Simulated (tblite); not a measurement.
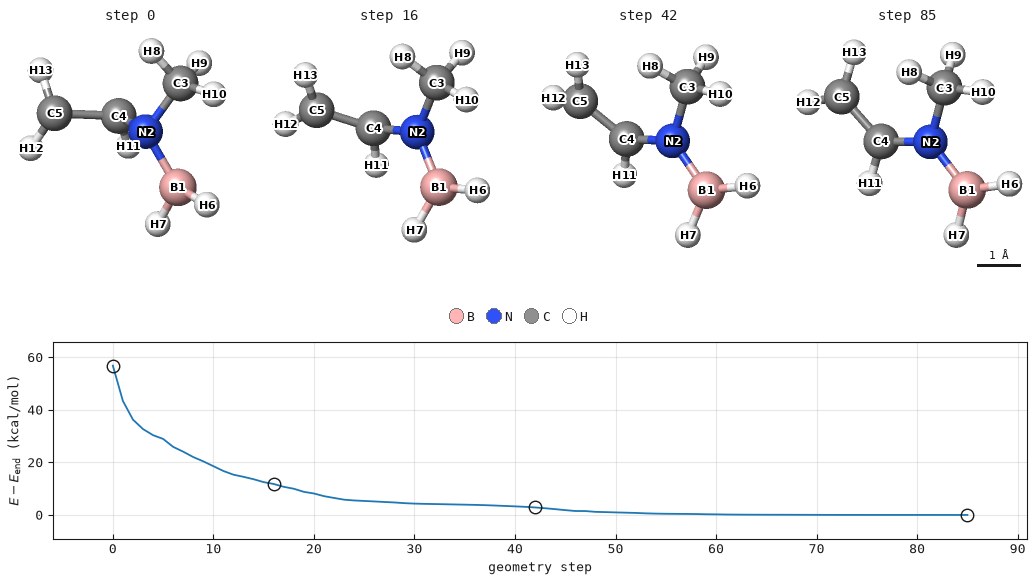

Frames of a relaxation of C₃H₈BN (charge −1, multiplicity 2), marked on the history of the run. The picture is a ball-and-stick view, seen at a tilt.

All numbers below come from GFN2-xTB geometry optimisation, gas phase in tblite 0.8.0. 

Describe the path.

The atom that moves furthest after the best rigid fit is H11 (1.37 Å). Largest moves by element: H 1.37 Å, C 0.72 Å, N 0.42 Å, B 0.29 Å. Some distances before and after: C4–C5 1.534 → 1.403 Å, B1–N2 1.511 → 1.428 Å, N2–C4 1.459 → 1.377 Å, C3–H10 1.112 → 1.091 Å. Among the angles between lasting bonds that change: N2–C4–C5 104.4° → 127.6°, C4–C5–H13 105.6° → 121.6°, B1–N2–C4 111.8° → 126.1°. After 85 geometry steps the energy has fallen by 56.8 kcal/mol. The run took 0.29 s on 1 thread of Arm Neoverse V2, on a shared host. From step 0 to 16: H atoms move most (0.78 Å), energy −45.0 kcal/mol. From step 16 to 42: H12 moves most (0.66 Å), energy −8.93 kcal/mol. From step 42 to 85: H13 moves most (0.75 Å), energy −2.85 kcal/mol.
